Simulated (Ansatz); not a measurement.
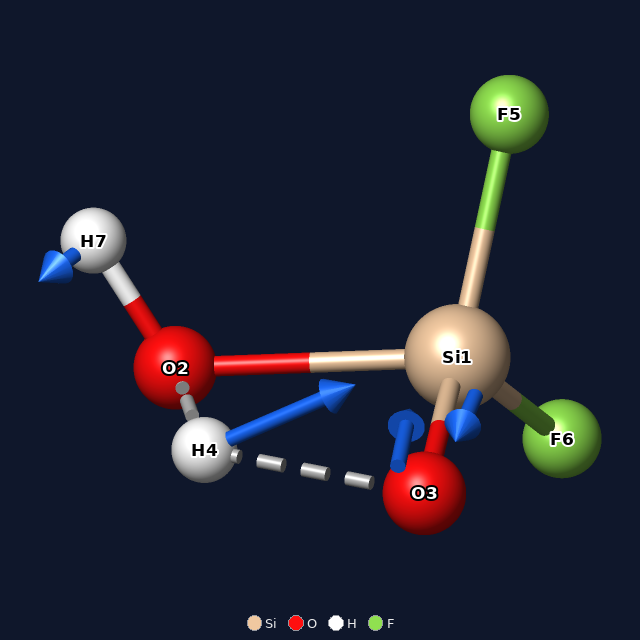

The arrows show one normal mode. Broken sticks mark bonds that form or break. Harmonic vibrations computed with RKS PBE0-D4/def2-TZVP (Ansatz 0.2.0) at a stationary point of the same level. It is a saddle point of order 1.

> Estimate its harmonic wavenumber.

1245 cm⁻¹; it is mode 12 of 15 counted from the lowest.
